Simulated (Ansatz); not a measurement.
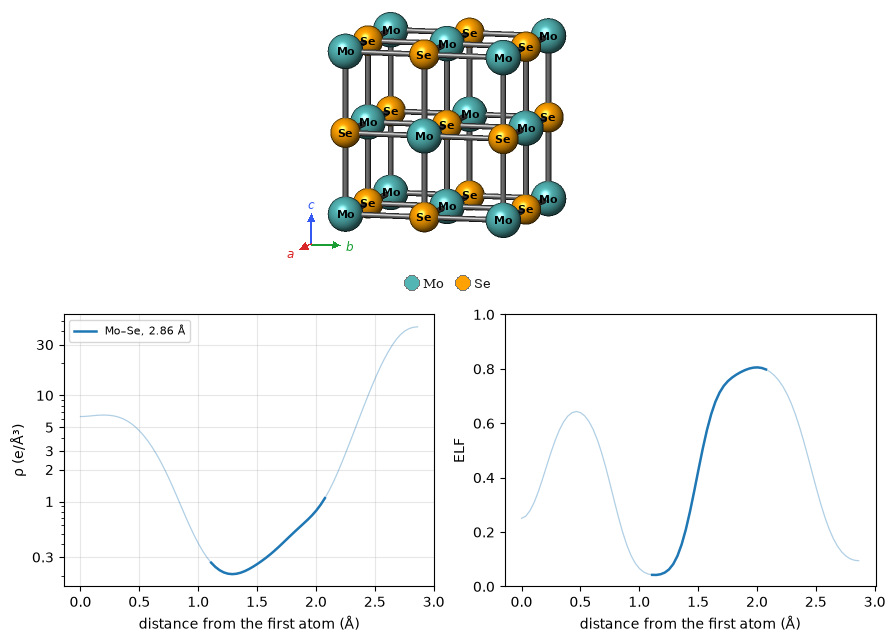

*MoSe. Valence charge density (pseudo) and electron localisation function along straight lines between neighbouring atoms. Thin, pale parts lie inside the atomic spheres. The structure is drawn too.*

Space group Fm-3m; started from the rock salt prototype, which need not be the ambient phase; computed pressure about −15 GPa in this cell; computed without spin polarisation; Hubbard U of 4.38 eV on Mo d only.

Method: Ansatz, DFT PBE+U, scalar-relativistic, plane waves, PAW.

In a PAW calculation such maps are meaningful between the atoms, not at the nuclei.

What can be read from the curves?

Mo–Se (2.86 Å): ρ is about 0.23 e/Å³ halfway, with its minimum of 0.21 e/Å³ about 1.3 Å from Mo; the ELF is about 0.30 at the midpoint.
